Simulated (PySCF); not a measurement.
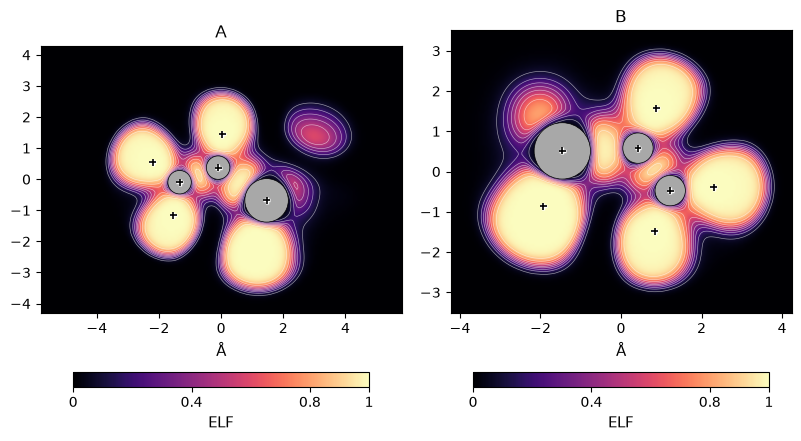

The electron localisation function of 2 systems, each on a plane through atoms (crosses mark nuclei in the plane; grey discs cover the cores).

Computed with CAM-B3LYP/def2-SVPD, SCF density, gas phase (PySCF 2.14.0).

System 1: C3H7FSi, the plane of atoms C1, C2 and Si3. Geometry: GFN2-xTB.

```xyz
12

C     2.2592   -0.2965   -0.2917
C     1.1340   -0.1350    0.3883
Si   -0.3887    0.7779   -0.2334
C    -1.9141   -0.3350    0.1286
F    -2.0219   -0.5635    1.4876
H     3.1093   -0.8282    0.1088
H     2.3807    0.0990   -1.2871
H     1.0742   -0.5574    1.3857
H    -0.3552    0.9892   -1.6840
H    -0.5752    2.0392    0.4905
H    -2.8544    0.1291   -0.1781
H    -1.8468   -1.3196   -0.3414
```

System 2: C3H8SSi (SMILES C=C[SiH2]SC), the plane of atoms H6, C1 and H7. Geometry: GFN2-xTB.

```tsv
atom	x (Å)	y (Å)	z (Å)
C	-2.0487	-0.2471	0.3451
C	-1.2401	-0.4395	-0.6862
Si	0.0875	0.7650	-1.2592
S	2.0055	-0.0927	-0.7845
C	1.8168	-0.2781	1.0176
H	-2.0244	0.6614	0.9256
H	-2.7762	-0.9811	0.6571
H	-1.3117	-1.3771	-1.2269
H	-0.0177	2.0339	-0.5411
H	0.1290	0.9096	-2.7049
H	1.7304	0.7024	1.4759
H	0.9374	-0.8772	1.2337
H	2.7079	-0.7790	1.3800
```

Which map belongs to which system?

Answer. Panel A is system 1, C3H7FSi: the plane holds C, Si and H. C–C (1.32 Å): the ELF peaks at about 0.95 between the atoms (a multiple bond). Panel B is system 2, C3H8SSi: the plane holds C, Si and H. C–C (1.32 Å): the ELF peaks at about 0.95 between the atoms (a multiple bond).
